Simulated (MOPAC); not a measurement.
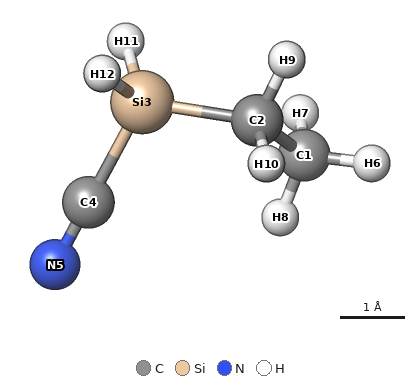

The input geometry (ball-and-stick view, seen at a tilt; atoms are numbered from 1 in the order of the input). Bond lengths as drawn: C–C 1.53 Å, C–H 1.10 to 1.12 Å, C–N 1.16 Å, C–Si 1.86 Å and H–Si 1.47 Å.

# C3H7NSi (charge +1): single-point calculation

The run: single-point calculation of C3H7NSi, charge +1, multiplicity 2. Method and program: PM6-DH+, unrestricted, dispersion DH+ (MOPAC 23.2.5).

The geometry was optimised with PM6-DH+.

The input (input.mop)
```
UHF DISP DOUBLET CHARGE=1 1SCF PM6-DH+ AUX(PRECISION=6) T=10M THREADS=1
C3H7NSi

C     -0.928916 +1     0.672945 +1     1.075294 +1
C      0.522904 +1     0.336109 +1     0.747304 +1
Si     0.732244 +1    -0.920772 +1    -0.612717 +1
C     -0.051249 +1    -0.319993 +1    -2.192441 +1
N     -0.540484 +1     0.052492 +1    -3.174700 +1
H     -0.981963 +1     1.403765 +1     1.894300 +1
H     -1.502688 +1    -0.206956 +1     1.396955 +1
H     -1.457707 +1     1.118196 +1     0.220257 +1
H      1.039215 +1    -0.041870 +1     1.664075 +1
H      1.072691 +1     1.271681 +1     0.484540 +1
H      0.100125 +1    -2.211998 +1    -0.293662 +1
H      2.164181 +1    -1.112075 +1    -0.904175 +1
```

Machine: 1 thread of Intel Xeon (Granite Rapids), 64 GiB of memory available, shared host.

Launch command:
```bash
mopac input.mop
```

Log
```
MOPAC v23.2.5
PM6-DH+ CALCULATION RESULTS

 *  PM6-DH+    - CORRECT DISPERSION AND HYDROGEN BOND TERMS USING PM6-DH+
 *  DOUBLET    - SPIN STATE DEFINED AS A DOUBLET
 *  UHF        - UNRESTRICTED HARTREE-FOCK CALCULATION
 *
 *
 *
 *                 CHARGE ON SYSTEM = +1
 *
 *
 *
 *  1SCF       - DO 1 SCF AND THEN STOP
 *  THREADS=1  - MULTI-THREADING NOT USED
 *  AUX        - OUTPUT AUXILIARY INFORMATION
 *  DISP       - PRINT DISPERSION AND HYDROGEN BOND ENERGIES
UHF DISP DOUBLET CHARGE=1 1SCF PM6-DH+ AUX(PRECISION=6) T=10M THREADS=1
 C3H7NSi

   ATOM   CHEMICAL          X               Y               Z
  NUMBER   SYMBOL      (ANGSTROMS)     (ANGSTROMS)     (ANGSTROMS)

     1       C         -0.92891600  *   0.67294500  *   1.07529400  *
     2       C          0.52290400  *   0.33610900  *   0.74730400  *
     3      Si          0.73224400  *  -0.92077200  *  -0.61271700  *
     4       C         -0.05124900  *  -0.31999300  *  -2.19244100  *
     5       N         -0.54048400  *   0.05249200  *  -3.17470000  *
     6       H         -0.98196300  *   1.40376500  *   1.89430000  *
     7       H         -1.50268800  *  -0.20695600  *   1.39695500  *
     8       H         -1.45770700  *   1.11819600  *   0.22025700  *
     9       H          1.03921500  *  -0.04187000  *   1.66407500  *
    10       H          1.07269100  *   1.27168100  *   0.48454000  *
    11       H          0.10012500  *  -2.21199800  *  -0.29366200  *
    12       H          2.16418100  *  -1.11207500  *  -0.90417500  *

          CARTESIAN COORDINATES

    NO.       ATOM           X           Y           Z

     1         C         -0.9289      0.6729      1.0753
     2         C          0.5229      0.3361      0.7473
     3        Si          0.7322     -0.9208     -0.6127
     4         C         -0.0512     -0.3200     -2.1924
     5         N         -0.5405      0.0525     -3.1747
     6         H         -0.9820      1.4038      1.8943
     7         H         -1.5027     -0.2070      1.3970
     8         H         -1.4577      1.1182      0.2203
     9         H          1.0392     -0.0419      1.6641
    10         H          1.0727      1.2717      0.4845
    11         H          0.1001     -2.2120     -0.2937
    12         H          2.1642     -1.1121     -0.9042

 "Third-Generation Hydrogen-Bonding Corrections for Semiempirical QM Methods and Force Fields"

           Empirical Formula: C3 H7 N Si  =    12 atoms

      MOLECULAR POINT GROUP   :   C1

 DOUBLET STATE CALCULATION

          UHF CALCULATION, NO. OF ALPHA ELECTRONS =   14
                           NO. OF BETA  ELECTRONS =   13

          *********************************************
          *                                           *
          *                 WARNING                   *
          *                                           *
          *********************************************

          Dispersion parameters missing for Silicon

          *********************************************
          *                                           *
          *              END OF WARNING               *
          *                                           *
          *********************************************

 -------------------------------------------------------------------------------
 UHF DISP DOUBLET CHARGE=1 1SCF PM6-DH+ AUX(PRECISION=6) T=10M THREADS=1
 C3H7NSi

     1SCF WAS SPECIFIED, SO BFGS WAS NOT USED
     SCF FIELD WAS ACHIEVED

                              PM6-DH+ CALCULATION

          FINAL HEAT OF FORMATION =        239.11930 KCAL/MOL =    1000.47515 KJ/MOL

          TOTAL ENERGY            =     -16256.89376 KCAL/MOL = ELECTRONIC ENERGY + CORE-CORE REPULSION
          ENERGY OF ATOMS         =      16496.60522 KCAL/MOL
                              SUM =        239.71145 KCAL/MOL
          DISPERSION ENERGY       =         -0.59215 KCAL/MOL
                              SUM =        239.11930 KCAL/MOL = FINAL HEAT OF FORMATION

          TOTAL ENERGY            =       -704.96564 EV
          ELECTRONIC ENERGY       =      -2490.72040 EV
          CORE-CORE REPULSION     =       1785.75476 EV
          COSMO AREA              =        136.26 SQUARE ANGSTROMS
          COSMO VOLUME            =        127.96 CUBIC ANGSTROMS

          IONIZATION POTENTIAL    =         15.618318 EV
          ALPHA SOMO LUMO (EV)    =        -15.685 -4.972
          BETA  SOMO LUMO (EV)    =        -15.618 -9.709
          NO. OF ALPHA ELECTRONS  =         14
          NO. OF BETA  ELECTRONS  =         13
          MOLECULAR WEIGHT        =         85.1805         POINT GROUP:  C1

          MOLECULAR DIMENSIONS (Angstroms)

            Atom       Atom       Distance
            H     6    N     5     5.26456
            H     8    H    12     3.93948
            H    10    H    11     3.31268

          SCF CALCULATIONS        =          1

          WALL-CLOCK TIME         =      0.008 SECONDS
          COMPUTATION TIME        =      0.008 SECONDS

   ATOM   CHEMICAL          X               Y               Z
  NUMBER   SYMBOL      (ANGSTROMS)     (ANGSTROMS)     (ANGSTROMS)

     1       C         -0.92891600  *   0.67294500  *   1.07529400  *
     2       C          0.52290400  *   0.33610900  *   0.74730400  *
     3      Si          0.73224400  *  -0.92077200  *  -0.61271700  *
     4       C         -0.05124900  *  -0.31999300  *  -2.19244100  *
     5       N         -0.54048400  *   0.05249200  *  -3.17470000  *
     6       H         -0.98196300  *   1.40376500  *   1.89430000  *
     7       H         -1.50268800  *  -0.20695600  *   1.39695500  *
     8       H         -1.45770700  *   1.11819600  *   0.22025700  *
     9       H          1.03921500  *  -0.04187000  *   1.66407500  *
    10       H          1.07269100  *   1.27168100  *   0.48454000  *
    11       H          0.10012500  *  -2.21199800  *  -0.29366200  *
    12       H          2.16418100  *  -1.11207500  *  -0.90417500  *

                             CARTESIAN COORDINATES

   1    C       -0.928916000     0.672945000     1.075294000
   2    C        0.522904000     0.336109000     0.747304000
   3   Si        0.732244000    -0.920772000    -0.612717000
   4    C       -0.051249000    -0.319993000    -2.192441000
   5    N       -0.540484000     0.052492000    -3.174700000
   6    H       -0.981963000     1.403765000     1.894300000
   7    H       -1.502688000    -0.206956000     1.396955000
   8    H       -1.457707000     1.118196000     0.220257000
   9    H        1.039215000    -0.041870000     1.664075000
  10    H        1.072691000     1.271681000     0.484540000
  11    H        0.100125000    -2.211998000    -0.293662000
  12    H        2.164181000    -1.112075000    -0.904175000

           Empirical Formula: C3 H7 N Si  =    12 atoms

      MOLECULAR POINT GROUP   :   C1

          ALPHA EIGENVALUES
 -34.87939 -33.93580 -28.14275 -24.22387 -21.78178 -20.93517 -20.10254 -19.13716
 -18.33401 -17.72730 -17.67845 -17.19384 -16.18259 -15.68471  -4.97194  -4.55183
  -4.16486  -3.99877  -3.93189  -3.32484  -2.45513  -1.92145  -1.87215  -1.51804
  -1.22340  -0.63493  -0.42072  -0.25813  -0.11165   0.14635   0.94440   2.13067

           BETA EIGENVALUES
 -34.85664 -33.68673 -27.78289 -23.84906 -21.52721 -20.10980 -19.81196 -18.76674
 -18.18259 -17.66721 -17.44262 -15.95022 -15.61832  -9.70852  -4.85683  -4.52042
  -4.12699  -3.96005  -3.88882  -3.06117  -2.20319  -1.89065  -1.86371  -1.40471
  -1.02363  -0.54087  -0.29185  -0.15882   0.05695   0.19155   0.99206   2.13766

              NET ATOMIC CHARGES AND DIPOLE CONTRIBUTIONS

  ATOM NO.   TYPE          CHARGE      No. of ELECS.   s-Pop       p-Pop       d-Pop
    1          C          -0.430061        4.4301     1.09191     3.33815
    2          C          -0.332063        4.3321     1.14551     3.18656
    3         Si           0.826310        3.1737     1.14756     1.49164     0.53449
    4          C          -0.286366        4.2864     1.23257     3.05380
    5          N          -0.011817        5.0118     1.79332     3.21850
    6          H           0.255736        0.7443     0.74426
    7          H           0.210180        0.7898     0.78982
    8          H           0.212349        0.7877     0.78765
    9          H           0.244066        0.7559     0.75593
   10          H           0.247613        0.7524     0.75239
   11          H           0.029070        0.9709     0.97093
   12          H           0.034983        0.9650     0.96502
 DIPOLE           X         Y         Z       TOTAL
 POINT-CHG.     2.306    -0.582     7.121     7.508
 HYBRID        -0.366     1.203     0.623     1.403
 SUM            1.940     0.620     7.745     8.008

          ATOMIC ORBITAL ELECTRON POPULATIONS

     Atom    s        px        py        pz      x^2-y^2     xz        z^2       yz        xy
    1  C   1.09191   0.99297   1.17677   1.16841
    2  C   1.14551   1.08873   1.06116   1.03666
    3 Si   1.14756   0.64900   0.46070   0.38194   0.16896   0.07050   0.11646   0.09341   0.08516
    4  C   1.23257   0.99857   0.99142   1.06381
    5  N   1.79332   1.03740   1.00583   1.17527
    6  H   0.74426
    7  H   0.78982
    8  H   0.78765
    9  H   0.75593
   10  H   0.75239
   11  H   0.97093
   12  H   0.96502

                    (SZ)    =    0.500000
                    (S**2)  =    0.753214

          ATOMIC ORBITAL SPIN POPULATIONS

    Atom   Total    s     px     py     pz   x^2-y^2  xz     z^2    yz     xy
         Atomic
    1  C  0.0529 -0.005 -0.020  0.034  0.044
    2  C  0.6375  0.023  0.019  0.274  0.322
    3 Si  0.0998 -0.020 -0.007  0.049  0.026  0.007 -0.000  0.011  0.032  0.001
    4  C -0.0051 -0.001 -0.002 -0.004  0.002
    5  N  0.0167  0.001  0.004  0.012 -0.000
    6  H  0.0761  0.076
    7  H  0.0101  0.010
    8  H  0.0096  0.010
    9  H  0.0102  0.010
   10  H  0.0135  0.014
   11  H  0.0361  0.036
   12  H  0.0427  0.043

 *                    *
 * JOB ENDED NORMALLY *
 *                    *

 TOTAL JOB TIME:             0.02 SECONDS

 == MOPAC DONE ==
```

Summary

```json
{"quantity": "outcome", "value": "converged"}
{"quantity": "total energy", "value": "−25.907009 hartree"}
{"quantity": "dispersion energy", "value": "−0.000944 hartree"}
{"quantity": "heat of formation", "value": "239.12 kcal/mol"}
{"quantity": "basis functions", "value": "32"}
{"quantity": "⟨S²⟩", "value": "0.753"}
{"quantity": "peak memory", "value": "0.085 GiB"}
```

MOPAC's energies along a path are heats of formation.
